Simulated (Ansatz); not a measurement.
# CH7AlO: the cost of one run

Method: PBE0-D4/def2-SVP; program: Ansatz 0.2.0, Gaussian basis.

22 further runs of the same task are left out: 22 set aside as unsound or not needed.

### 1 Where the work starts

The first end: 10 atoms, charge 0, spin multiplicity 1.

Atoms are counted from 1 here; the program's logs count them from 0.

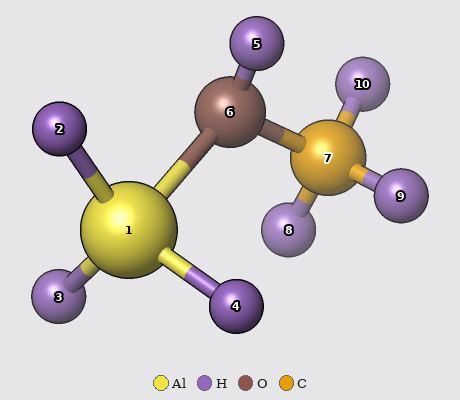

Start geometry, drawn with aluminium yellow, hydrogen purple, oxygen brown, carbon amber; atoms are numbered from 1 in the order of the file.

Coordinates:

```mol
CH7AlO
  3D, bonds by distance, orders not assigned

 10  9  0  0  0  0  0  0  0  0999 V2000
   -0.9514    0.1327   -1.2589 Al  0  0
   -0.2470    0.6860   -2.5851 H   0  0
   -1.4475   -1.3840   -1.1898 H   0  0
   -1.7522    1.1921   -0.3583 H   0  0
    1.3308    0.6978   -0.3621 H   0  0
    0.7129   -0.0174   -0.1804 O   0  0
    0.6148   -0.2671    1.2281 C   0  0
   -0.0409   -1.1287    1.3377 H   0  0
    0.1794    0.5919    1.7412 H   0  0
    1.6012   -0.5032    1.6275 H   0  0
  1  2  8  0
  1  3  8  0
  1  4  8  0
  1  6  8  0
  5  6  8  0
  6  7  8  0
  7  8  8  0
  7  9  8  0
  7 10  8  0
M  END
```

The second end:

```xyz
10

Al   -0.9719   -0.2769   -0.8169
H     0.4267    1.3114   -1.9414
H    -1.2108   -1.2352   -2.0470
H    -1.7798    1.0617   -0.5474
H     0.6950    0.6832   -2.2586
O     0.1159   -0.8233    0.3553
C     0.5784   -0.2871    1.5582
H     0.4209   -1.0004    2.3742
H     0.0721    0.6499    1.8267
H     1.6535   -0.0835    1.4967
```

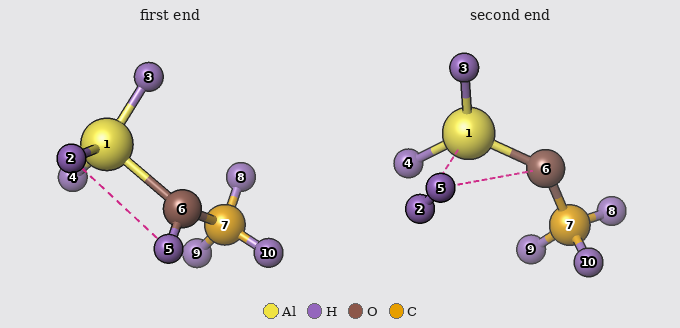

The two ends; dashed lines mark the contacts followed along the path.

### 2 The band at PBE0-D4/def2-SVP

Contents of neb/in.yaml:

```yaml
crystal:
  periodic: [false, false, false]
  atoms:
    - {symbol: Al, position_ang: [-0.951403, 0.132692, -1.258879]}
    - {symbol: H, position_ang: [-0.247003, 0.686045, -2.585081]}
    - {symbol: H, position_ang: [-1.447478, -1.384041, -1.189762]}
    - {symbol: H, position_ang: [-1.752243, 1.192062, -0.358312]}
    - {symbol: H, position_ang: [1.330820, 0.697823, -0.362144]}
    - {symbol: O, position_ang: [0.712864, -0.017422, -0.180356]}
    - {symbol: C, position_ang: [0.614750, -0.267118, 1.228131]}
    - {symbol: H, position_ang: [-0.040858, -1.128749, 1.337700]}
    - {symbol: H, position_ang: [0.179425, 0.591897, 1.741212]}
    - {symbol: H, position_ang: [1.601227, -0.503189, 1.627490]}
basis:
  gaussian: {orbitals: def2-SVP}
hamiltonian: {xc: pbe0, dispersion: d4}
neb:
  images: 5
  climbing: true
  max_iterations: 40
  initial_path: idpp
  final_atoms:
    - {symbol: Al, position_ang: [-0.971874, -0.276871, -0.816913]}
    - {symbol: H, position_ang: [0.426691, 1.311442, -1.941379]}
    - {symbol: H, position_ang: [-1.210781, -1.235211, -2.047045]}
    - {symbol: H, position_ang: [-1.779781, 1.061738, -0.547353]}
    - {symbol: H, position_ang: [0.695019, 0.683234, -2.258563]}
    - {symbol: O, position_ang: [0.115867, -0.823274, 0.355336]}
    - {symbol: C, position_ang: [0.578422, -0.287053, 1.558246]}
    - {symbol: H, position_ang: [0.420923, -1.000414, 2.374227]}
    - {symbol: H, position_ang: [0.072124, 0.649931, 1.826721]}
    - {symbol: H, position_ang: [1.653492, -0.083522, 1.496720]}
```

Started as:

```bash
> ansatz run in.yaml --threads 2 --pin off --events-out ev --progress --plain --max-ram 4352MiB
```

**Question.** How long does this run take on 2 threads of Arm Neoverse V1, shared host?

About 2.4 min.
